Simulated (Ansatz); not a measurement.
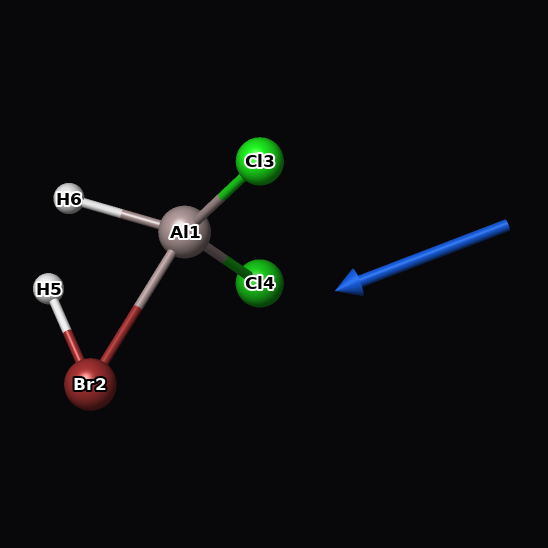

The arrow beside the molecule shows the direction of the dipole moment, from the negative to the positive end (its length means nothing). Computed geometry: PBE0-D4/def2-TZVP saddle-point search. Properties computed with RKS PBE0-D4/def2-TZVP (Ansatz 0.2.0).

**Estimate the dipole moment.**

2.10 D; it points from the side of Cl3, Cl4 to the side of Br2, H5 (the outermost atoms at the two ends).
